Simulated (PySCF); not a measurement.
## Electronic structure of C8H13S (SMILES CSC1=C[CH+][C@H](C)CC1) (charge +1) in real space

Input file:

```
{"job": {"kind": "nmr", "xc": "PBE0", "basis": "pcSseg-1"}, "charge": 1, "multiplicity": 1}
C      3.720041    -0.072847    -0.222139
S      2.529179    -0.828501    -1.354579
C      1.009347    -0.494485    -0.711444
C     -0.098645    -1.041254    -1.399088
C     -1.361565    -0.922772    -0.919299
C     -1.698063    -0.145516     0.292287
C     -3.085693     0.491458     0.197437
C     -0.609667     0.894758     0.567771
C      0.783586     0.260226     0.543834
H      4.701763    -0.353733    -0.594497
H      3.586586    -0.462566     0.782301
H      3.625440     1.009438    -0.241891
H      0.094708    -1.601781    -2.302033
H     -2.171819    -1.421578    -1.432278
H     -1.722492    -0.870342     1.122747
H     -3.850689    -0.263959     0.042972
H     -3.314412     1.024601     1.115446
H     -3.124050     1.197009    -0.628277
H     -0.775891     1.367469     1.535104
H     -0.665034     1.671363    -0.198007
H      0.874386    -0.447330     1.379349
H      1.542573     1.029728     0.691179
```

Launched as:

```sh
OMP_NUM_THREADS=1 python probes_run.py task.json out
```

Geometry: GFN2-xTB.

Level of theory: PBE0/pcSseg-1, SCF density, gas phase, non-relativistic in PySCF.

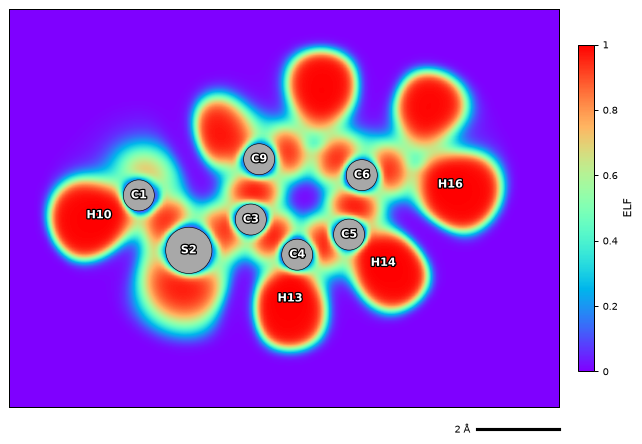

Figure 1. Electron localisation function on the plane of atoms S2, C3 and C4. Grey discs cover the atomic cores.

What do the fields say about this system?

Answer. Atoms in the plane: C, S and H. C–C (1.36 Å): the ELF peaks at about 0.95 between the atoms: a covalent bond. C–S (1.68 Å): the ELF peaks at about 0.90 between the atoms: a covalent bond. C–H (1.08 Å): the ELF climbs to about 1 towards the hydrogen, as it does in any bond to H; an ordinary covalent bond to hydrogen. C–C (1.41 Å): the ELF peaks at about 0.95 between the atoms, as expected for localised, covalent bonding. C–C (1.48 Å): the ELF peaks at about 0.95 between the atoms, as expected for a shared electron pair. The ELF also peaks beside S2, away from the bonds: lone-pair regions.

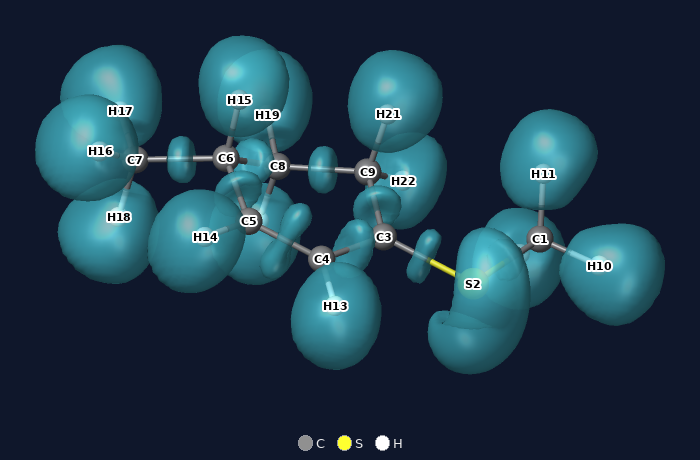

Figure 2. Isosurface of the electron localisation function at 0.85 (cyan), seen at an oblique angle. Core shells and regions of very low density are left out.

Describe the localisation domains.

Answer. The surface consists of seven regions between bonded C–C atoms (shared pairs), two regions between bonded C–S atoms (shared pairs), 13 regions around hydrogen nuclei and one lobe on S, pointing away from the bonds (lone pairs, which may merge into one lobe).

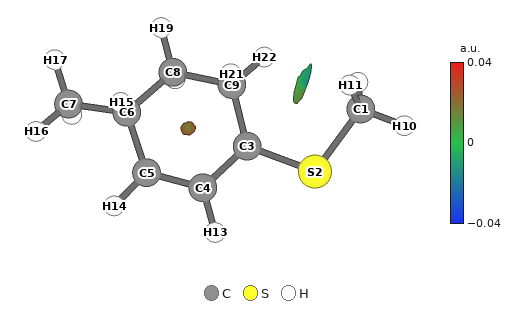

Figure 3. Non-covalent interaction (NCI) plot: the surface where the reduced density gradient is 0.5, for densities under 0.05 a.u., coloured by sign(λ₂)ρ; seen across its widest extent.

Which non-covalent interactions does the plot reveal?

Answer.
- Between H22 and C9 on one side and C1 and H12 on the other: a weak contact, attractive (blue-green) on one side and crowded (olive to red) on the other
- Inside the ring or cage of C3, C4, C5, C6, C8 and C9: steric crowding (red)
